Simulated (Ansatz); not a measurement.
**BCCD(T)/STO-3G run of BCl (SMILES [B]Cl)**

Aim: the energy change on altering one bond length of BCl at BCCD(T)/STO-3G, from 2 runs. 

The results are computed with Ansatz 0.2.0.

40 further runs of the same task are left out: 1 that didn't finish, 39 set aside as unsound or not needed.

### Step 1. Starting point

The species is BCl (2 atoms), meant as a singlet with charge 0. SMILES: `[B]Cl`. The coordinates come from a PBE0-D4/def2-TZVP relaxation.

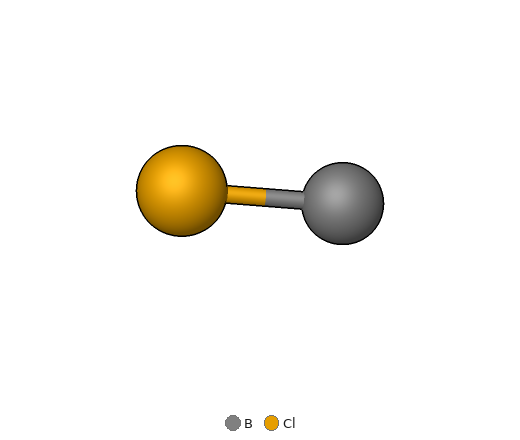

The structure, seen from a chosen angle (boron grey, chlorine amber).

### Step 2. The energy at BCCD(T)/STO-3G

Input file run.yaml:

```yaml
crystal:
  periodic: [false, false, false]
  atoms:
    - {symbol: B, position_ang: [-0.000000, -0.000000, -0.069660]}
    - {symbol: Cl, position_ang: [0.000000, 0.000000, 1.648190]}
basis:
  gaussian: {orbitals: STO-3G}
correlation: {method: bccd_t, frozen_orbitals: {B: 1, Cl: 5}}
accuracy: high
scf: {omitted_lower_state_checks: [cluster_reference, increment]}
```

Run with:

```sh
ansatz run run.yaml --threads 1 --pin off --max-ram 3480MiB --events-out events.jsonl --progress --plain --runs-dir runs
```

Log, cut to the lines that bear on the results:

```text
Warning: RAYON_NUM_THREADS=1 ignored (pool sized by the plan → 1); use --threads N
Functional definition: HF
  name "HF"
[...]
224 factors; integrals over basis functions are off by at most 2.1e-8 eV
[...]
mean field -13030.19805870 eV, -478.8509464717 hartree, gradient 5.6e-9 eV, S^2 0.000000; 0 other end points of the search recorded, 0 dependent functions left out; unrestricted orbitals would lower it
6 core orbitals not correlated: weight in the atoms' cores, before any rotation towards them, 1.000 or more for the frozen orbitals, at most 0.000 for the correlated occupied ones
reference -13030.19805870 eV, -478.8509464717 hartree; 5, 5 occupied and 3, 3 virtual orbitals, 224 factors
second order -1.07317239 eV of doubles, -0.00000000 eV of singles
cycle   1  -1.34775119 eV  change   -2.7e-1 eV  update   8.2e-2
[...]
cycle  19  -1.68067798 eV  change   4.4e-10 eV  update  1.5e-10
perturbative correction -0.07927106 eV, -0.0029131576 hartree
Total energy: -13031.95800773 eV, -478.9156234058 hartree
Checks for a lower state left out: cluster_reference, increment
```

Wall time 0.2 s (1 thread of Intel Xeon Platinum 8488C (Sapphire Rapids), shared host).

### Step 3. The distorted shape, same level

Input file molecule.yaml:

```yaml
crystal:
  periodic: [false, false, false]
  atoms:
    - {symbol: B, position_ang: [-0.000000, -0.000000, -0.499110]}
    - {symbol: Cl, position_ang: [0.000000, 0.000000, 1.648190]}
basis:
  gaussian: {orbitals: STO-3G}
scf: {omitted_lower_state_checks: [cluster_reference, increment]}
accuracy: high
correlation: {method: bccd_t, frozen_orbitals: {B: 1, Cl: 5}}
```

Run with:

```sh
ansatz run molecule.yaml --threads 1 --pin off --max-ram 3480MiB --events-out events.jsonl --progress --plain --runs-dir runs
```

Log, cut to the lines that bear on the results:

```text
Warning: RAYON_NUM_THREADS=1 ignored (pool sized by the plan → 1); use --threads N
Functional definition: HF
  name "HF"
[...]
221 factors; integrals over basis functions are off by at most 3.2e-8 eV
[...]
mean field -13029.28155369 eV, -478.8172655340 hartree, gradient 2.6e-8 eV, S^2 0.000000; 0 other end points of the search recorded, 0 dependent functions left out; unrestricted orbitals would lower it
6 core orbitals not correlated: weight in the atoms' cores, before any rotation towards them, 1.000 or more for the frozen orbitals, at most 0.000 for the correlated occupied ones
reference -13029.28155369 eV, -478.8172655340 hartree; 5, 5 occupied and 3, 3 virtual orbitals, 221 factors
second order -1.11738296 eV of doubles, -0.00000000 eV of singles
cycle   1  -1.44503266 eV  change   -3.3e-1 eV  update   9.6e-2
[...]
cycle  22  -1.82407847 eV  change  -2.5e-10 eV  update  2.4e-10
perturbative correction -0.10336540 eV, -0.0037986083 hartree
Total energy: -13031.20899756 eV, -478.8880977896 hartree
Checks for a lower state left out: cluster_reference, increment
```

It took 0.18 s on 1 thread of Intel Xeon Platinum 8488C (Sapphire Rapids), shared host.

### Step 4. Results

At BCCD(T)/STO-3G, 6 core orbitals frozen:

| quantity | value |
| --- | --- |
| first shape: total energy | -478.91562 Eh |
| first shape: correlation energy (6 core orbitals frozen) | -64.7 mEh |
| first shape: (T) correction | -2.91 mEh |
| distorted shape: total energy | -478.88810 Eh |
| distorted shape: correlation energy (6 core orbitals frozen) | -70.8 mEh |
| distorted shape: (T) correction | -3.80 mEh |
| energy change with the B1–Cl2 bond stretched from 1.718 to 2.147 Å | 0.749 eV |

What this shows: With the B1–Cl2 bond stretched from 1.718 to 2.147 Å the energy rises by 0.75 eV (72.3 kJ/mol). The first shape isn't relaxed at this level, so the change isn't measured from a minimum. The minimal basis adds a large error of its own. The restricted solution (first shape) is unstable to spin breaking: an unrestricted one lies lower. The triples (first shape) make up 4.5 % of the correlation energy. The restricted solution (distorted shape) is unstable to spin breaking: an unrestricted one lies lower. The triples (distorted shape) make up 5.4 % of the correlation energy.
